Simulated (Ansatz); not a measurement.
## HfPbSO2 (built on the sites of a database entry of HfPbO3): the cell at rest

Task: relax HfPbSO2 (built on the sites of a database entry of HfPbO3) tightly.

Main program and level: Ansatz 0.2.0; DFT PBEsol, scalar-relativistic, plane waves, PAW.

The structure was built from a prototype and need not be the compound's stable phase.

## 1. The structure

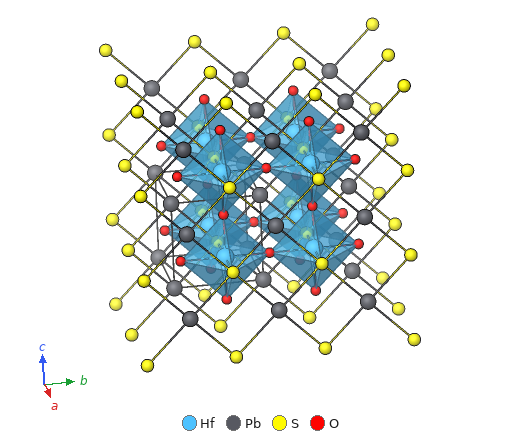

Start, viewed slightly off an axis; hafnium blue, lead dark grey, sulfur yellow, oxygen red. 2×2×2 cells are drawn. Some periodic images of atoms are drawn too.

## 2. Probe on a coarse mesh

First a cheap look: the gap decides the mesh and the occupations, the pressure tells how far the cell has to move.

Input file input.yaml:

```yaml
crystal:
  lattice:
    - [4.25543, 0.0, 0.0]
    - [0.0, 4.25543, 0.0]
    - [0.0, 0.0, 4.25543]
  atoms:
    - { symbol: Hf, position: [0.5, 0.5, 0.5] }
    - { symbol: Pb, position: [0.0, 0.0, 0.0] }
    - { symbol: S, position: [0.0, 0.5, 0.5] }
    - { symbol: O, position: [0.5, 0.0, 0.5] }
    - { symbol: O, position: [0.5, 0.5, 0.0] }
kpoints:
  mp_grid: { grid: [4, 4, 4] }
hamiltonian:
  xc: pbesol
scf:
  occupations: { method: gaussian, width: 0.1 }
output:
  forces: true
  stress: true
  eigenvalues: true
```

Started as:

```console
ansatz run input.yaml --threads 8 --pin off --max-ram 14336MiB --backend cpu --events-out ev --progress --plain --runs-dir out
```

Numbers of over 12 decimals in the logs are rounded to 6 here.

Output:

```text
Engine: ansatz 0.2.0, x86_64-unknown-linux-gnu
Pseudopotentials: kind: paw
Pseudopotential: Hf, paw, valence charge 26, recommended cutoff 420 eV (normal), Hf.paw.azcp
Pseudopotential: Pb, paw, valence charge 14, recommended cutoff 420 eV (normal), Pb.paw.azcp
Pseudopotential: S, paw, valence charge 6, recommended cutoff 420 eV (normal), S.paw.azcp
[...]
k-point 0: bands = [... 25 lower, 10.8767, 11.2729, 11.2729, 12.8449, 13.8439, 13.8439, 15.4121, 17.6268, ... 2 higher]
  k-point 1: bands = [... 25 lower, 10.6966, 10.7088, 11.3442, 12.5560, 13.8614, 15.0616, 15.5015, 15.8888, ... 2 higher]
  k-point 2: bands = [... 25 lower, 10.5349, 11.4880, 11.9050, 12.4981, 13.5692, 13.8792, 15.4536, 15.7766, ... 2 higher]
  k-point 17: bands = [... 25 lower, 8.0773, 11.6604, 12.1088, 12.1088, 16.8848, 17.0667, 17.0667, 19.0296, ... 2 higher]
[key lines of the parts left out:]
SCF converged after 7 iterations
Free energy (F): -29361.630412 eV
Fermi energy:    13.202420 eV
P = ⅓ Tr σ = 20.5626 GPa (205.626 kbar)
```

Wall time 5.6 s (8 threads of AMD EPYC 9R45, shared host); peak memory 0.62 GiB; 2.3 s of CPU time.

A gap read on the k-mesh alone can miss the band edges.

This step gave:

```yaml
pressure: 20.56 GPa
volume_per_atom: 15.41 Å³
gap_on_the_k_mesh: 0.7244 eV
direct_gap_on_mesh: 0.9990 eV
```

The coarse mesh shows a gap of 0.72 eV and a pressure of 20.6 GPa.

## 3. Coarse relaxation

The start is far from rest, so a relaxation with loose tolerances brings it close first.

input.yaml: that of step 2 with these lines changed.

```diff
@@ -12,3 +12,3 @@
 kpoints:
-  mp_grid: { grid: [4, 4, 4] }
+  mp_grid: { grid: [6, 6, 6] }
 hamiltonian:
@@ -21 +21,6 @@
   eigenvalues: true
+relax:
+  adjacent_minimum: "off"
+  f_tol: 0.05
+  max_steps: 80
+  cell: { stress_tol: 0.5 }
```

Output:

```text
[...]
Crystal: 5 atoms, lattice volume = 77.060 Å³
Basis set: ecut = 420 eV, 1503 PW (Γ), exchange–correlation on 60×60×60 points (8 copies of the dense FFT grid, shifted against one another)
Bands: 35, of which v1, the nominal top of the filled ones, is band 29 counted from 1 (28 counted from 0)
Symmetry: 16 space group operations
[...]
k-points: 40 of 216
[...]
F+E_penalty+E_count = -29364.43061659 eV   max|allowed force component| = 1.313e-29 eV/Å   (the final SCF, on the basis selected at the relaxed cell)
  cell:  # Å, volume = 85.7692 Å³
    - [5.109709, 0, 0.0]
    - [0, 4.097017, 0]
    - [0.0, 0, 4.097017]
  atoms:
    - { symbol: Hf, position: [0.5, 0.5, 0.5] }
    - { symbol: Pb, position: [0, 0, 0.0] }
    - { symbol: S, position: [0, 0.5, 0.5] }
    - { symbol: O, position: [0.5, 0, 0.5] }
    - { symbol: O, position: [0.5, 0.5, 0.0] }
[key lines of the parts left out:]
SCF converged after 5 iterations
Free energy (F): -29364.430617 eV
Fermi energy:    11.333421 eV
P = ⅓ Tr σ = 0.0001 GPa (0.001 kbar)
```

Elapsed: 4.2 s, on 8 threads; peak memory 0.73 GiB.

Step by step:

```
step  energy less that of the first step (eV)  largest force component (eV/Å)  pressure (GPa)  volume (Å³)
   1                                   0.0000                          0.0000           20.23        77.06
   2                                  -1.3530                          0.0000            9.54        80.08
   3                                  -2.2046                          0.0000            6.64        80.54
   4                                  -2.5448                          0.0000           -0.09        84.03
   5                                  -2.6175                          0.0000           -0.23        84.54
   6                                  -2.6183                          0.0000            0.03        84.36
  7*                                  -2.7367                          0.0000            1.51        84.36
   8                                  -2.7505                          0.0000            0.35        85.43
   9                                  -2.7506                          0.0000           -0.01        85.77
 10*                                  -2.7540                          0.0000            0.00        85.77
```

Relaxation steps marked * repeat the geometry before them on a plane-wave basis chosen anew for their cell, so energy and pressure can jump there.

The run keeps the 16 symmetry operations that it works with, so distortions that break them were not tested.

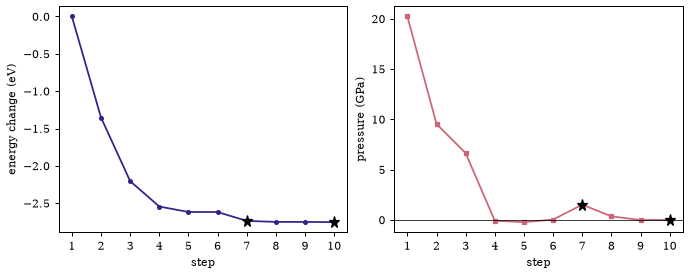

Energy and pressure along the relaxation. Stars mark steps on a basis chosen anew.

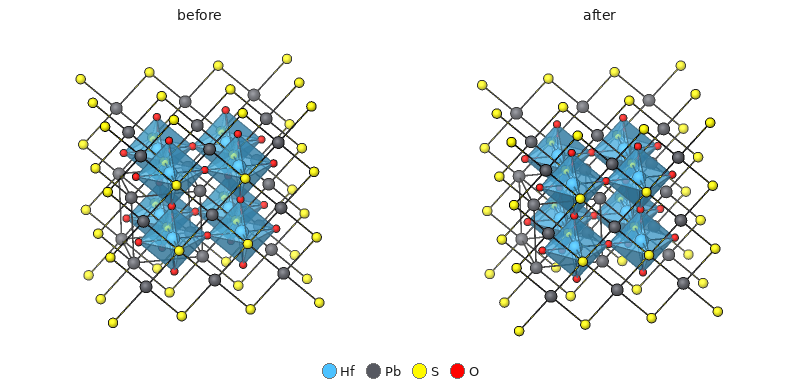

Before and after, at one scale.

| cell as run | before | after | change |
| --- | --- | --- | --- |
| a (Å) | 4.255 | 5.110 | +20.1 % |
| b (Å) | 4.255 | 4.097 | -3.7 % |
| c (Å) | 4.255 | 4.097 | -3.7 % |
| volume (Å³/atom) | 15.41 | 17.15 | +11.3 % |

The relaxed structure:

```cif
data_structure
_symmetry_space_group_name_H-M 'P 1'
_symmetry_Int_Tables_number 1
_cell_length_a 5.1097
_cell_length_b 4.0970
_cell_length_c 4.0970
_cell_angle_alpha 90.000
_cell_angle_beta 90.000
_cell_angle_gamma 90.000
_cell_volume 85.77
loop_
_atom_site_label
_atom_site_type_symbol
_atom_site_fract_x
_atom_site_fract_y
_atom_site_fract_z
_atom_site_occupancy
Hf1 Hf 0.50000 0.50000 0.50000 1
Pb2 Pb 0.00000 0.00000 0.00000 1
S3 S 0.00000 0.50000 0.50000 1
O4 O 0.50000 0.00000 0.50000 1
O5 O 0.50000 0.50000 0.00000 1
```

This step gave:

```
pressure           : 8.29e-5 GPa
gap on the k-mesh  : 1.334 eV
volume per atom    : 17.15 Å³
direct gap on mesh : 1.382 eV
```

In this step the volume went from 15.41 to 17.15 Å³/atom.

## 4. Bringing the structure to rest

Harmonic phonons are second derivatives at a point where the forces vanish, and they are wanted at zero stress, so atoms and cell are relaxed first.

input.yaml: that of step 3 with these lines changed.

```diff
@@ -2,5 +2,5 @@
   lattice:
-    - [4.25543, 0.0, 0.0]
-    - [0.0, 4.25543, 0.0]
-    - [0.0, 0.0, 4.25543]
+    - [5.1097085478, 0.0, 0.0]
+    - [0.0, 4.0970167225, 0.0]
+    - [0.0, 0.0, 4.0970167225]
   atoms:
@@ -16,3 +16,3 @@
 scf:
-  occupations: { method: gaussian, width: 0.1 }
+  occupations: { method: gaussian, width: 0.02 }
 output:
@@ -23,4 +23,4 @@
   adjacent_minimum: "off"
-  f_tol: 0.05
+  f_tol: 0.005
   max_steps: 80
-  cell: { stress_tol: 0.5 }
+  cell: { stress_tol: 0.05 }
```

Output:

```text
[...]
Crystal: 5 atoms, lattice volume = 85.769 Å³
Basis set: ecut = 420 eV, 1673 PW (Γ), exchange–correlation on 72×60×60 points (8 copies of the dense FFT grid, shifted against one another)
Bands: 35, of which v1, the nominal top of the filled ones, is band 29 counted from 1 (28 counted from 0)
[... 1 set-up line as in the run before ...]
[...]
k-points: 40 of 216
[...]
SCF iter   1: F=—  HF=-29364.463195 eV  |F-HF|=—  |Δ(HF+E_count)|=         —  Δρ=1.18e-2  dr2=1.18e-1  ethr=1.77e-3  ⟨swp⟩=6.8  Hψ=5715  notcnv=0
[...]
SCF iter   8: F=-29364.430617 eV  HF=-29364.430617 eV  |F-HF|=2.52e-8  |Δ(HF+E_count)|=   3.06e-7  Δρ=5.26e-6  dr2=2.86e-8  ethr=1.72e-10  ⟨swp⟩=8.2  Hψ=6901  notcnv=0
SCF 1 converged in 8 iterations: F = -29364.430617 eV  dr2 = 2.86e-8
[...]
relax step   1: F+E_penalty+E_count = -29364.43061659 eV  Δ(F+E_penalty+E_count) = +0.000e0 eV  max|allowed force component| = 2.414e-29 eV/Å  Δτ_max = 0.0000 Å  P = +0.000 GPa  Ω = 85.769 Å³  (8 SCF iters, dr2 threshold 1.00e-7 eV, accepted)
Crystal: 5 atoms, lattice volume = 85.794 Å³
[...]
SCF iter   4: F=-29364.430584 eV  HF=-29364.430584 eV  |F-HF|=4.48e-9  |Δ(HF+E_count)|=   1.76e-7  Δρ=4.22e-6  dr2=1.69e-8  ethr=2.91e-11  ⟨swp⟩=3.8  Hψ=6323  notcnv=0
SCF 2 converged in 4 iterations: F = -29364.430584 eV  dr2 = 1.69e-8
relax step   2: F+E_penalty+E_count = -29364.43058420 eV  Δ(F+E_penalty+E_count) = +3.238e-5 eV  max|allowed force component| = 7.920e-29 eV/Å  Δτ_max = 0.0000 Å  P = -0.009 GPa  Ω = 85.794 Å³  energy of the carried Pulay correction = -4.521e-5 eV  (4 SCF iters, dr2 threshold 1.69e-8 eV, accepted)
[...]
SCF iter   1: F=—  HF=-29364.430619 eV  |F-HF|=—  |Δ(HF+E_count)|=         —  Δρ=7.13e-6  dr2=2.30e-8  ethr=1.08e-7  ⟨swp⟩=3.4  Hψ=9687  notcnv=0
eigensolver tolerance schedule: the retry pair's looser diagonalisation over-reported the residual by 2717.97 of it (diagonalisation noise at 0.10 of the residual, at the tolerance the schedule requests for it); recorded, not acted on — ethr = c·dr2/N_el stays at c = 1.0e-1
[...]
SCF iter   2: F=—  HF=-29364.430643 eV  |F-HF|=—  |Δ(HF+E_count)|=   2.46e-5  Δρ=3.53e-6  dr2=7.94e-9  ethr=3.97e-11  ⟨swp⟩=3.0  Hψ=3583  notcnv=0
[...]
SCF iter   6: F=-29364.430643 eV  HF=-29364.430643 eV  |F-HF|=0.00e0  |Δ(HF+E_count)|=  6.55e-11  Δρ=3.91e-8  dr2=2.15e-12  ethr=1.00e-12  ⟨swp⟩=4.0  Hψ=4939  notcnv=0
SCF 3 converged in 6 iterations: F = -29364.430643 eV  dr2 = 2.15e-12
relax step   3: F+E_penalty+E_count = -29364.43064331 eV  Δ(F+E_penalty+E_count) = -5.910e-5 eV  max|allowed force component| = 2.139e-28 eV/Å  Δτ_max = 0.0000 Å  P = -0.008 GPa  Ω = 85.794 Å³  stress off target by 1.14e-2 GPa  SCF on the basis re-selected at this cell (its energy is not comparable with the rows above)  (6 SCF iters)
[...]
SCF converged after 6 iterations
Free energy (F): -29364.430643 eV
[...]
Internal energy: -29364.430643 eV  (E = F + TS)
E sigma→0 (E₀):  -29364.430643 eV
Fermi energy:    11.329957 eV
[...]
--- Stress (GPa, compression-positive) ---
       -0.011415       0.000000       0.000000
        0.000000      -0.005988      -0.000000
        0.000000      -0.000000      -0.005988
  P = ⅓ Tr σ = -0.0078 GPa (-0.078 kbar)
--- Band table (eV; the first three rows and the last of 40) ---
  k-point 0: bands = [... 25 lower, 9.1743, 9.8775, 9.9122, 9.9122, 13.0176, 13.0176, 14.2469, 14.3101, ... 2 higher]
  k-point 1: bands = [... 25 lower, 9.0337, 9.4487, 9.7015, 9.7390, 13.0460, 13.5239, 14.2425, 14.7845, ... 2 higher]
  k-point 2: bands = [... 25 lower, 9.1156, 9.6061, 9.6607, 9.7048, 13.1045, 13.1884, 13.6355, 14.1267, ... 2 higher]
  k-point 39: bands = [... 25 lower, 6.6751, 9.2286, 9.2286, 10.5204, 14.3170, 16.2777, 16.2777, 16.7131, ... 2 higher]
--- Relaxed structure (2 steps of the walk, 2 accepted, 1 SCFs on fresh bases) ---
[...]
cell:  # Å, volume = 85.7937 Å³
    - [5.112429, 0, 0.0]
    - [0, 4.096510, 0.0]
    - [0.0, 0.0, 4.096510]
  atoms:
    - { symbol: Hf, position: [0.500000, 0.5, 0.5] }
    - { symbol: Pb, position: [0, 0, 0.0] }
    - { symbol: S, position: [0, 0.5, 0.5] }
    - { symbol: O, position: [0.500000, 0, 0.5] }
    - { symbol: O, position: [0.500000, 0.5, 0.0] }
```

Run time: 1.3 s. Hardware: 8 threads; peak memory 0.72 GiB; 7.6 s of CPU time.

Little changed from the start: no atom moved by 0.005 Å and no cell edge by 0.1 %.

This step gave:

```
pressure           : -0.007797 GPa
volume per atom    : 17.16 Å³
direct gap on mesh : 1.381 eV
```

In this step the volume went from 17.15 to 17.16 Å³/atom.

## 5. Tight relaxation, k-mesh 6×8×8

Phonons need a cell at rest on their own settings, so the relaxation is repeated with tight tolerances on forces and stress on the k mesh and occupations of the first response run.

Input file input.yaml:

```yaml
crystal:
  lattice:
    - [5.1124293083, 0.0, 0.0]
    - [0.0, 4.0965103047, 0.0]
    - [0.0, 0.0, 4.0965103047]
  atoms:
    - { symbol: Hf, position: [0.5, 0.5, 0.5] }
    - { symbol: Pb, position: [0.0, 0.0, 0.0] }
    - { symbol: S, position: [0.0, 0.5, 0.5] }
    - { symbol: O, position: [0.5, 0.0, 0.5] }
    - { symbol: O, position: [0.5, 0.5, 0.0] }
kpoints:
  mp_grid: { grid: [6, 8, 8] }
hamiltonian:
  xc: pbesol
scf:
  occupations: { method: fixed }
output:
  forces: true
  stress: true
  eigenvalues: true
  write_density: true
  write_potential: true
  elf: true
  volumetric_format: npy
relax:
  adjacent_minimum: "off"
  f_tol: 0.001
  max_steps: 60
  cell: { stress_tol: 0.01 }
```

Output:

```text
[...]
Crystal: 5 atoms, lattice volume = 85.794 Å³
Basis set: ecut = 420 eV, 1673 PW (Γ), exchange–correlation on 72×60×60 points (8 copies of the dense FFT grid, shifted against one another)
Bands: 35, of which v1, the nominal top of the filled ones, is band 29 counted from 1 (28 counted from 0)
[... 1 set-up line as in the run before ...]
[...]
k-points: 60 of 384
[...]
--- Relaxed structure (3 steps of the walk, 3 accepted, 1 SCFs on fresh bases) ---
[...]
cell:  # Å, volume = 85.7755 Å³
    - [5.112178, 0, 0.0]
    - [0, 4.096177, 0]
    - [0.0, 0, 4.096177]
  atoms:
    - { symbol: Hf, position: [0.5, 0.500000, 0.500000] }
    - { symbol: Pb, position: [0, 0, 0.0] }
    - { symbol: S, position: [0, 0.500000, 0.500000] }
    - { symbol: O, position: [0.5, 0, 0.500000] }
    - { symbol: O, position: [0.5, 0.500000, 0.0] }
[key lines of the parts left out:]
SCF converged after 6 iterations
Free energy (F): -29364.433056 eV
Fermi energy:    10.665775 eV
P = ⅓ Tr σ = -0.0006 GPa (-0.006 kbar)
```

The job ended after 2.2 s (8 threads; peak memory 0.75 GiB; 14 s of CPU time).

Little changed from the start: no atom moved by 0.005 Å and no cell edge by 0.1 %.

This step gave:

```yaml
pressure: -5.83e-4 GPa
gap_on_the_k_mesh: 1.335 eV
```

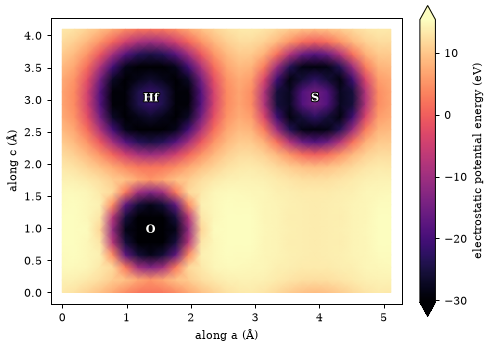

Electrostatic potential energy in the ac plane at fractional y = 0.500, with atoms of Hf and S and O within 0.2 Å of it. With pseudopotentials it is smooth inside the atoms' cores, unlike the true potential. The map starts off the cell's origin, so that atoms lie inside it.

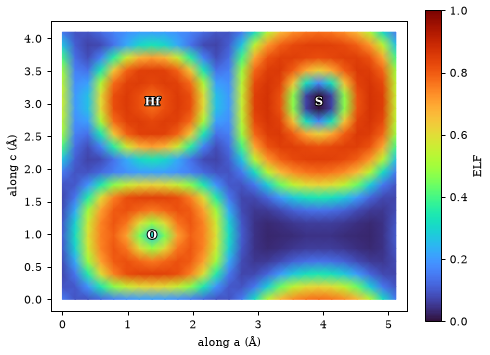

ELF in the ac plane at fractional y = 0.500, with atoms of Hf and S and O within 0.2 Å of it. It is the smooth field of the valence electrons, not physical close to the nuclei. The map starts off the cell's origin, so that atoms lie inside it.

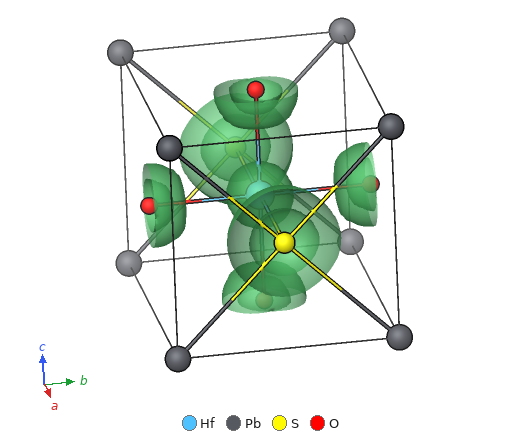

Surface of ELF = 0.79.

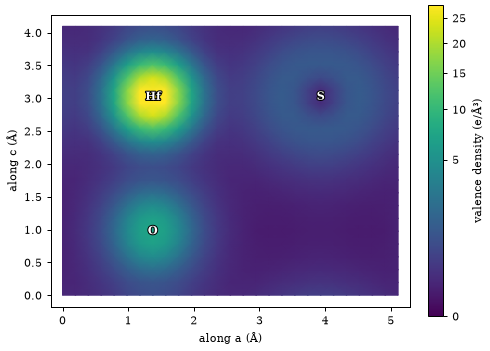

Valence density in the ac plane at fractional y = 0.500, with atoms of Hf and S and O within 0.2 Å of it. It is the smooth field of the valence electrons, not physical close to the nuclei. The map starts off the cell's origin, so that atoms lie inside it. The colour scale is stretched toward low values.

The forces vanish by symmetry and the pressure is -0.001 GPa, within the tolerances set. The cell now holds 17.16 Å³/atom.

## 6. Relaxing to small forces for the phonons, k-mesh 10×12×12

The k mesh is raised to 10×12×12 since a zone-centre run on the first mesh warned that it was too coarse for the force constants, and the cell is relaxed again on it.

input.yaml, the sections that differ from step 5:

```yaml
crystal:
  lattice:
    - [5.112178333, 0.0, 0.0]
    - [0.0, 4.0961771875, 0.0]
    - [0.0, 0.0, 4.0961771875]
  atoms:
    - { symbol: Hf, position: [0.5, 0.5, 0.5] }
    - { symbol: Pb, position: [0.0, 0.0, 0.0] }
    - { symbol: S, position: [0.0, 0.5, 0.5] }
    - { symbol: O, position: [0.5, 0.0, 0.5] }
    - { symbol: O, position: [0.5, 0.5, 0.0] }
kpoints:
  mp_grid: { grid: [10, 12, 12] }
output:
  forces: true
  stress: true
  eigenvalues: true
# hamiltonian, scf, relax: as in step 5
```

Output:

```text
[...]
Crystal: 5 atoms, lattice volume = 85.776 Å³
Basis set: ecut = 420 eV, 1673 PW (Γ), exchange–correlation on 72×60×60 points (8 copies of the dense FFT grid, shifted against one another)
Bands: 35, of which v1, the nominal top of the filled ones, is band 29 counted from 1 (28 counted from 0)
[... 1 set-up line as in the run before ...]
[...]
k-points: 168 of 1440
[...]
--- Relaxed structure (1 steps of the walk, 1 accepted, 1 SCFs on fresh bases) ---
[...]
cell:  # Å, volume = 85.7755 Å³
    - [5.112178333, 0.0, 0.0]
    - [0.0, 4.0961771875, 0.0]
    - [0.0, 0.0, 4.0961771875]
  atoms:
    - { symbol: Hf, position: [0.5, 0.500000, 0.500000] }
    - { symbol: Pb, position: [0.0, 0.0, 0.0] }
    - { symbol: S, position: [0.0, 0.500000, 0.500000] }
    - { symbol: O, position: [0.5, 0.0, 0.500000] }
    - { symbol: O, position: [0.5, 0.500000, 0.0] }
[key lines of the parts left out:]
SCF converged after 7 iterations
Free energy (F): -29364.433566 eV
Fermi energy:    10.665416 eV
P = ⅓ Tr σ = -0.0063 GPa (-0.063 kbar)
```

Wall time 2.7 s (8 threads); peak memory 0.93 GiB.

Little changed from the start: no atom moved by 0.005 Å and no cell edge by 0.1 %.

This step gave:

* pressure: -0.006286 GPa

The forces vanish by symmetry and the pressure is -0.006 GPa, within the tolerances set. The cell now holds 17.16 Å³/atom.

## 7. Results

```
space group after relaxation (within 0.01 Å) : P4/mmm
lattice constant a                           : 4.096 Å
lattice constant b                           : 4.096 Å
lattice constant c                           : 5.112 Å
volume per atom                              : 17.2 Å³
gap on the k-mesh                            : 1.33 eV
```

The forces vanish by symmetry and the pressure is -0.006 GPa, within the tolerances set. The cell now holds 17.16 Å³/atom. The relaxation keeps the symmetry of its start, so it says nothing on stability against lower symmetry. Spin-orbit coupling is left out, which can matter for the heavy elements here. The starting cell was built on a prototype and not taken from a measurement, so the phase need not exist.

[Logs are printed without paths, hosts, clocks, repeated set-up lines and the standing remarks that a program may print on its own settings, such as how far it seeks lower states.]

[Hosts, paths, dates, database ids (printed as entryN), source tags and the programs' standing remarks are cut or masked in the printed files.]
